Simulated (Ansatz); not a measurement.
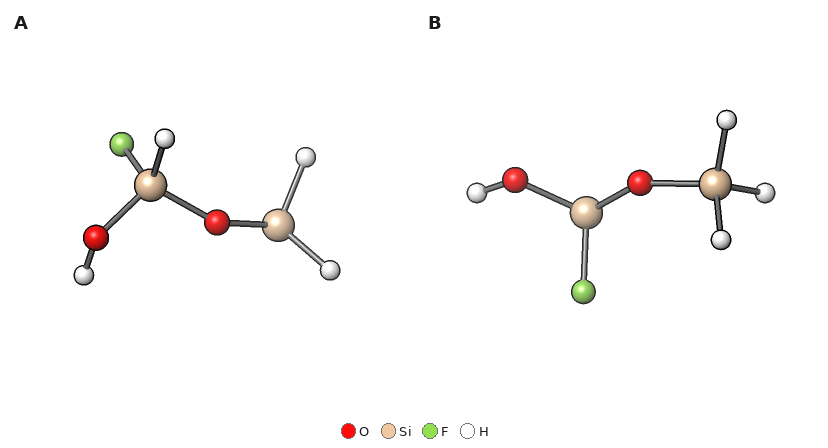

2 stationary structures of one formula. State: neutral, doublet. Geometries: PBE0-D4/def2-TZVP. Electronic energies: CCSD(T)/CBS (MP2 limit from def2-TZVPP and def2-QZVPP plus CCSD(T) − MP2) (Ansatz 0.2.0), without zero-point energy. No frequency run is at hand to confirm each as a minimum. Each is one conformer, not always the lowest.

Are they conformers, stereoisomers or constitutional isomers?

Answer. They are constitutional isomers of FH4O2Si2: A `O[Si@H](F)O[SiH2]`, B `O[Si](F)O[SiH3]`.

Which structure is the most stable?

Answer. A is lowest; B lies 0.239 eV above it.

Give E(B) − E(A) in eV at these levels too: PBE0-D4/def2-TZVPP; PBE0-D4/def2-TZVP; ωB97X-V/def2-TZVPP; B3LYP-D4/def2-TZVPP; ωB97M-V/def2-TZVPP; PBE-D4/def2-TZVPP; CCSD(T)/CBS (MP2 limit from def2-TZVPP and def2-QZVPP plus CCSD(T) − MP2); UHF-CCSD(T) (frozen core)/def2-TZVPP.

| level | E(B) − E(A) (eV) |
| --- | --- |
| PBE0-D4/def2-TZVPP | +0.235 |
| PBE0-D4/def2-TZVP | +0.232 |
| ωB97X-V/def2-TZVPP | +0.238 |
| B3LYP-D4/def2-TZVPP | +0.235 |
| ωB97M-V/def2-TZVPP | +0.259 |
| PBE-D4/def2-TZVPP | +0.198 |
| CCSD(T)/CBS (MP2 limit from def2-TZVPP and def2-QZVPP plus CCSD(T) − MP2) | +0.239 |
| UHF-CCSD(T) (frozen core)/def2-TZVPP | +0.257 |
